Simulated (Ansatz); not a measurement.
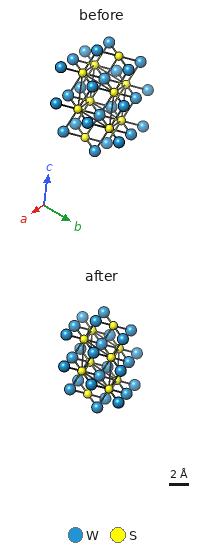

The structure of a crystal of WS (a generated structure, set up in I4/mmm) before (top) and after (bottom) a relaxation, at one scale.

Style: ball-and-stick. Shown: the cell of the calculation, slightly off an axis.

The run lets cell and atoms move.

The calculation used Kohn-Sham DFT of a periodic cell, HSE06, Ansatz PAW (Ansatz 0.2.0).

Input
```yaml
crystal:
  lattice:
    - [-2.15646527, 2.15646527, 2.47472653]
    - [2.15646527, -2.15646527, 2.47472653]
    - [2.15646527, 2.15646527, -2.47472653]
  atoms:
    - { symbol: W, position: [0.5, 0.5, 0.0] }
    - { symbol: S, position: [0.0, 0.0, 0.0] }
hamiltonian:
  xc: hse06
  pseudopotentials: { kind: paw }
kpoints:
  mp_grid: { grid: [5, 5, 5] }
scf:
  occupations: { method: fermi_dirac, width: 0.05 }
output:
  forces: true
  stress: true
  eigenvalues: true
relax:
  f_tol: 0.01
  max_steps: 40
  cell: { stress_tol: 0.05 }
```

> Describe what moved and what it gained.

The energy falls by 1021 meV per atom in 7 accepted moves (8 points after the start). All forces vanish by symmetry, so only the cell relaxes. The pressure goes from −24.76 to −0.03 GPa. At 1 point the geometry stayed and the basis and grid were re-selected for the new cell (energy shift of 0.9 meV per atom at most each time). No atom moves by more than 0.005 Å relative to the cell. The volume changes by −35.4 %, with a = b = c 3.927 → 3.468 Å (−11.7 %), α 113.4° → 119.4°, β 113.4° → 119.4°, γ 101.9° → 91.0°. Among the contacts that change: S–W 3.050 → 2.473 Å, S–W 2.475 → 2.432 Å. The space group stays I4/mmm (No. 139).
